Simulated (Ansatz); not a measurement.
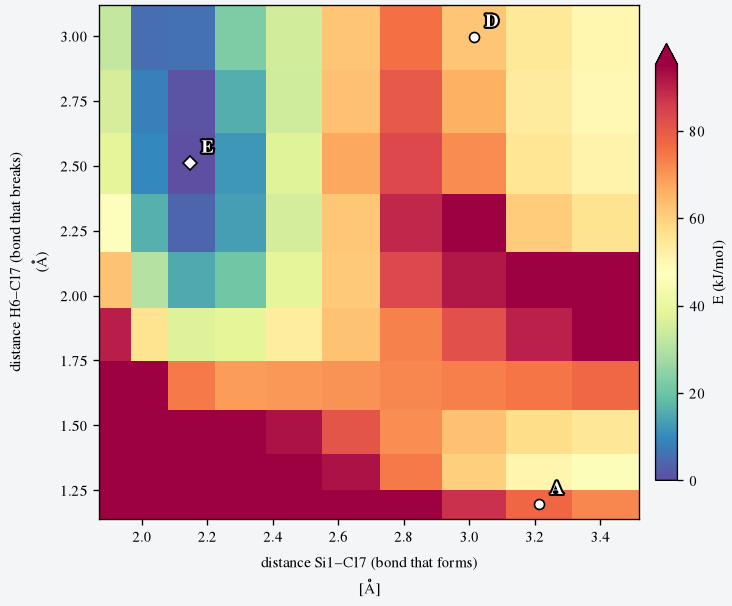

The reacting system ClF₂H₄NSi (fragments F₂H₃NSi + ClH where the first distance is long, ClF₂HSi + H₃N where the second is long). First axis: distance Si1–Cl7 (bond that forms). Second axis: distance H6–Cl7 (bond that breaks). Relaxed at each point: all other coordinates. The scan uses a 10 × 10 grid. Points are written as (first, second). All energies are given in kJ/mol relative to the lowest grid point. Energies and slopes of some neighbouring points disagree (a jump in structure or state, or too coarse a mesh). The reference is spin-restricted, so regions where a bond is pulled apart into radicals lie too high. Computed with Ansatz, RKS PBE-D4/def2-SVP.

Drawn: one coloured cell a grid point, one colour for all values above the top of the scale, lettered points.

**Is D the lowest point of the computed grid?**

No. D lies 62 kJ/mol above the lowest grid point, which is at (2.146 Å, 2.512 Å).

**Rank the lettered points by energy, lowest first.**

E (0 kJ/mol), D (62 kJ/mol), A (78 kJ/mol).
